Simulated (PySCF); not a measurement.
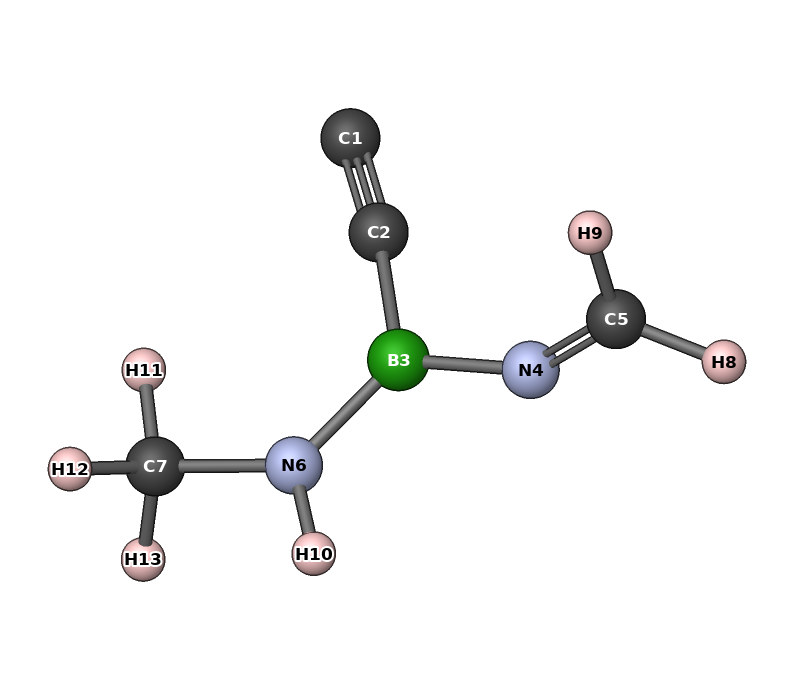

The questions are on Mulliken spin populations. The species is neutral and a spin doublet. The computed structure is the end point of a GFN2-xTB optimisation. No frequency run is at hand to confirm it as a minimum. Properties computed with UKS B3LYP, pcH-1 on B C H N, non-relativistic (PySCF 2.14.0).

Which atom carries the largest spin population?

Answer. C1 (1.04 e).

Which atom has the lowest spin population?

Answer. C2 (−0.10 e); a negative value comes from spin polarisation.

Give the Mulliken spin populations atom by atom.

```csv
atom,value (e)
C1,1.04
C2,−0.10
B3,0.03
N4,0.02
C5,0.01
N6,0.00
C7,0.00
H8,0.00
H9,0.00
H10,0.00
H11,0.00
H12,0.00
H13,0.00
```

Mulliken values depend strongly on the basis set. The geometry is semi-empirical. Around B such bond lengths and angles can be off by a tenth of an ångström or more and by several degrees, and values that hang on the shape move with them.
